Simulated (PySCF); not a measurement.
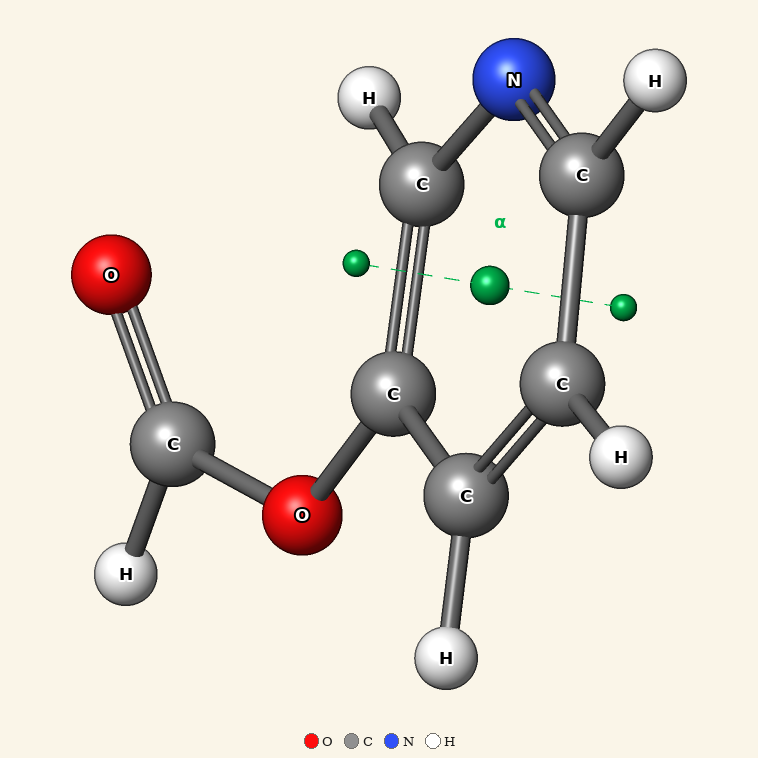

The small points mark where nucleus-independent chemical shifts (NICS) were computed: at the centre of each lettered ring and 1 Å above and below it. Geometry: an end point of a reaction path computed with GFN2-xTB. Method: GIAO PBE0/pcSseg-1 NMR shielding, non-relativistic, gas phase (PySCF 2.14.0).

Give NICS(0), NICS(1) and the out-of-plane component NICS(1)zz for each ring (means of the two sides).

```
ring  members  NICS(0)  NICS(1)  NICS(1)zz
   α      C5N     −8.8    −11.3      −28.3
```

Values in ppm.

What do the values say about the ring currents?

Answer. Ring α: diatropic, as in an aromatic ring. NICS is one index among several.
